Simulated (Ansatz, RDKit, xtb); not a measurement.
# Isomers of C5H5B, a sample narrowed down

Which of a sample of isomers of C5H5B is the most stable in the gas at 298.15 K, and what are its properties? The sample is small against all isomers, and the most stable one of this formula need not be in it.

The funnel: GFN2-xTB relaxations, single points with a density functional, relaxations at PBE0-D3(BJ)/def2-SVP, harmonic vibrations, and a last energy at a higher level. All values are calculated.

### Step 1. Drawing up candidates

Isomers were taken from a list of plausible structures; this is a sample, not all of them. That gives 6 candidates.

```
label      SMILES     spin
 c003    BCC#CC#C  singlet
 c178  BC(C#C)C#C  singlet
 c519  BC#CC1=CC1  singlet
 c545  C#CB(C)C#C  singlet
 c884    C#CC#CBC  singlet
 c885    C#CBC#CC  singlet
```

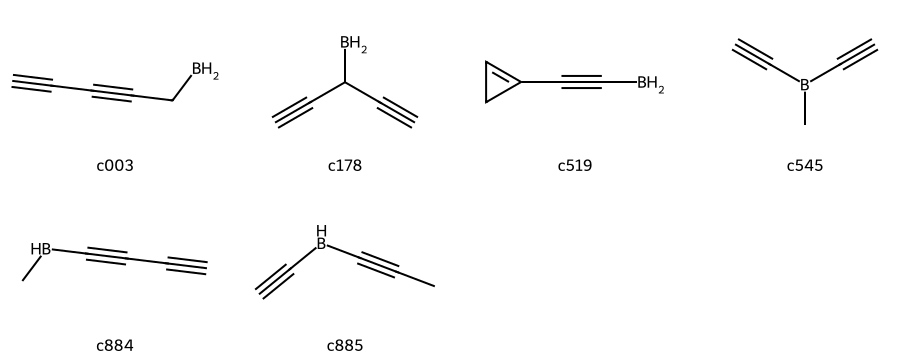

Structural formulas of the candidates.

Candidates are built by distance geometry, with a force field where one applies, in up to four conformers (letters a to d).

Q: Predict the outcome of this search (final energies at CCSD(T)/def2-SVP + MP2/def2-TZVPP - MP2/def2-SVP).

| quantity | value |
| --- | --- |
| lowest structure found | C#CB(C)C#C, singlet, Cs |
| next finalist | C#CBC#CC, singlet, 5.7 kcal/mol higher in G |
| share at equilibrium, among the finalists | 100.0 % |
| harmonic wavenumbers, lowest and highest (PBE0-D3(BJ)/def2-SVP) | 73 and 3477 cm⁻¹ |
| rotational constants, same geometry | 0.1711, 0.08385, 0.05687 cm⁻¹ |

The lowest structure found is `C#CB(C)C#C`. The margin of 5.7 kcal/mol over the next finalist is beyond the usual error of the last level; it says nothing of structures that weren't ranked. HF/STO-3G, r2SCAN-D4/def2-SVP, PBE0-D3(BJ)/def2-SVP, HF/def2-SVP and MP2/def2-SVP already put its bonding pattern lowest among the structures in one piece; GFN2-xTB favours the singlet C#CBC#CC. Lowest found is not proven lowest: the search is finite, and each finalist counts with one conformer. Only 6 drawn patterns were tried, so whole families of isomers are missing, and the result ranks this sample alone.
